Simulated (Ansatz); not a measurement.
**MoS2Cl2 (MoS₂Cl₂): geometry optimisation**

Aim: relax MoS2Cl2 (MoS₂Cl₂) at this level.

Program: Ansatz 0.2.0. Level of theory: RKS B3LYP-D4/def2-SVP. These are calculated values, not measurements.

1 further run of the same task is left out (set aside as unsound or not needed).

## (1) The system as given

5 atoms, charge 0, spin multiplicity 1.

Atoms are counted from 1 here; the program's logs count them from 0.

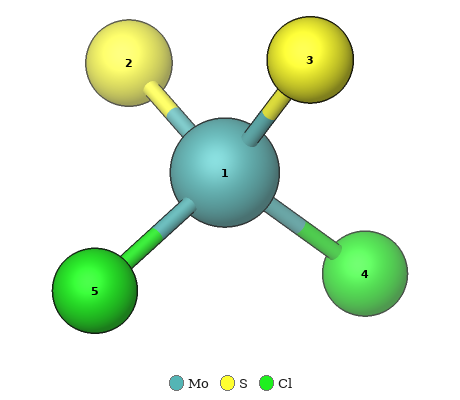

Start geometry, drawn with molybdenum teal, sulfur yellow, chlorine green; atoms are numbered from 1 in the order of the file.

Coordinates:

```xyz
5

Mo   -0.00514   -0.00002   -0.00361
S     0.03681   -0.01624    2.11253
S     1.99825    0.01298   -0.68647
Cl   -1.02216    1.89282   -0.69654
Cl   -1.00776   -1.88955   -0.72592
```

## (2) Relaxation

input.yaml reads:

```yaml
crystal:
  periodic: [false, false, false]
  atoms:
    - { symbol: Mo, position_ang: [-0.005139, -2.0e-05, -0.003606] }
    - { symbol: S, position_ang: [0.036812, -0.016242, 2.112535] }
    - { symbol: S, position_ang: [1.998245, 0.01298, -0.686469] }
    - { symbol: Cl, position_ang: [-1.022158, 1.892819, -0.696538] }
    - { symbol: Cl, position_ang: [-1.00776, -1.889547, -0.725923] }
basis:
  gaussian: { orbitals: def2-SVP }
hamiltonian:
  xc: { name: B3LYP }
  dispersion: d4
output:
  forces: true
relax:
  f_tol: 0.003
  max_steps: 120
```

Started as:

```sh
$ ansatz run input.yaml --threads 1 --pin off --max-ram 2560MiB --backend cpu --events-out ev --progress --plain --runs-dir out
```

What does the calculation give? Wanted: energy gained; root mean square move; dipole moment.

As calculated:

```
             quantity      value
        energy gained  0.0048 eV
root mean square move    0.010 Å
        dipole moment     0.02 D
```

Bond lengths: Mo1–S2 2.105 Å, Mo1–S3 2.105 Å, Mo1–Cl4 2.262 Å, Mo1–Cl5 2.262 Å. Angles: S2–Mo1–S3 107.9°, S2–Mo1–Cl4 109.0°, S2–Mo1–Cl5 109.0°, S3–Mo1–Cl4 109.0°, S3–Mo1–Cl5 109.0°, Cl4–Mo1–Cl5 112.7°. No frequencies were computed here.
